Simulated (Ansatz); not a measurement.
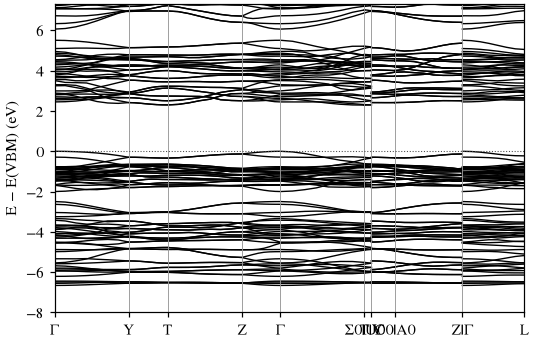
Fig. 1. Band structure from the program Ansatz at the r²SCAN+D4 level (PAW)

The gap is 2.29 eV; an edge lies off the plotted path or next to a special point (maximum at Γ, minimum on the Γ–Σ0 line, 97 % of the way from Γ).

The material is S (α-S8, Fddd).

Symmetry was held in the r²SCAN+D4 relaxation.

Potentials: the later of the program's two PAW sets.
